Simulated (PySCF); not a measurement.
SMILES Cc1ccc(C)s1, singlet at its GFN2-xTB optimised geometry (Å):

```
15

C     -1.6352    -2.2218     0.0002
C     -0.7018    -1.0641     0.0000
C      0.6545    -1.0641     0.0000
C      1.2177     0.2356     0.0000
C      0.2902     1.2252     0.0000
C      0.4965     2.6979     0.0000
S     -1.3179     0.5624    -0.0001
H     -2.2775    -2.1995     0.8805
H     -2.2768    -2.2005    -0.8807
H     -1.0711    -3.1516     0.0009
H      1.2441    -1.9641     0.0000
H      2.2775     0.4209     0.0000
H      0.0397     3.1516     0.8794
H      1.5607     2.9222     0.0021
H      0.0434     3.1511    -0.8817
```

Calculation: PySCF 2.14.0 with CAM-B3LYP/def2-TZVP.

Map of the Laplacian of the electron density (e/bohr⁵), clipped to [-1.50, 1.50] on the plane z = 1.0 Å:

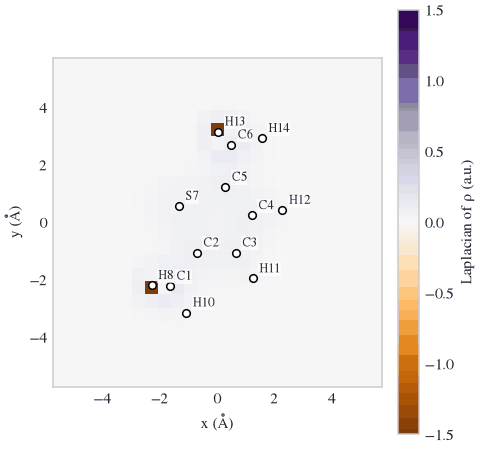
*Laplacian of the electron density (e/bohr⁵), clipped to [-1.50, 1.50] on the plane z = 1.0 Å.*
